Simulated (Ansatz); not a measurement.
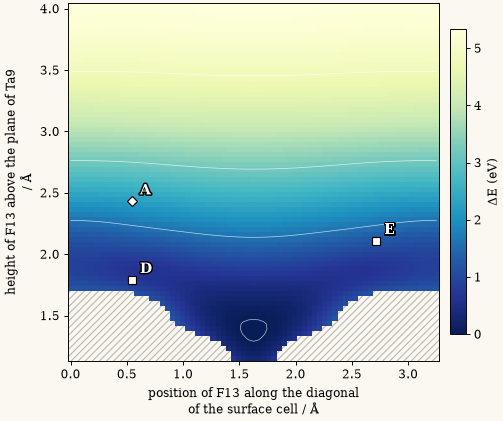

F on a Ta(110) slab cut from the Im-3m phase, its upper half relaxed before the scan (12 atoms of substrate and one adsorbate in a 2 × 2 cell). F is moved along a line over the surface and along the normal, above a rigid substrate. The first coordinate is: position of F13 along the diagonal of the surface cell, from above Ta9; the second: height of F13 above the plane of Ta9. Grid: 6 × 8 points; 27 points were computed and 13 follow by symmetry. At 8 points there is no value (left out of the scan, as a rule where atoms come close). Points are written as (first, second). Energies are in eV, from the lowest grid point. All numbers below come from Ansatz, DFT LDA, scalar-relativistic, plane waves, PAW. Settings: cutoff 420 eV, k-mesh 5×5×1, gaussian smearing 0.1 eV, spin-polarised.

In the figure: a smooth colour map with a few white contour lines, hatched blanks where no value was computed, lettered points. Between grid points the surface is interpolated.

Is D the lowest point of the computed grid?

No. D lies 0.73 eV above the lowest grid point, which is at (1.63 Å, 1.47 Å) [nearest 2 Ta at 2.19 Å].

What kind of point is each of A, E: minimum, saddle, maximum or slope?

A: on a slope; E: on a slope. (In these two coordinates alone; a stationary point may lie a little off the grid point.)

Rank the lettered points by energy, lowest first.

D (0.73 eV), E (1.20 eV), A (2.22 eV).

PAW datasets: the set soft_1.
